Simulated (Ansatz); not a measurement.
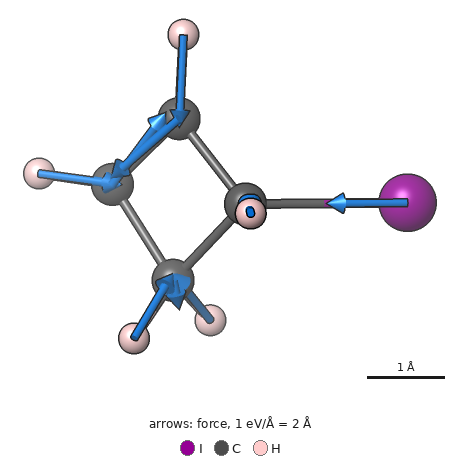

Starting geometry of C4H5I with the computed forces as blue arrows. Style: ball-and-stick. Shown at a tilt.

The start comes from PBE-D4/def2-SVP.

The calculation used RKS PBE0-D4/def2-TZVP (Ansatz 0.2.0). Set-up: force threshold 0.005 eV/Å; at most 150 steps.

Is this structure relaxed? If not, where do the atoms go?

Answer. It isn't relaxed: the largest force vector, on a C atom, is 0.67 eV/Å. The final displacements follow the starting forces only in part (cosine between the two patterns 0.77). After 6 geometry steps the energy has fallen by 1.38 kcal/mol. The largest force component goes from 0.56 to 0.0021 eV/Å. The I atom moves most after the best rigid fit: 0.051 Å. Largest moves by element: I 0.051 Å, H 0.038 Å, C 0.015 Å. Among the contacts that change: C–I 2.204 → 2.156 Å, C–C 1.356 → 1.336 Å, C–H 1.108 → 1.088 Å, C–C 1.519 → 1.508 Å.
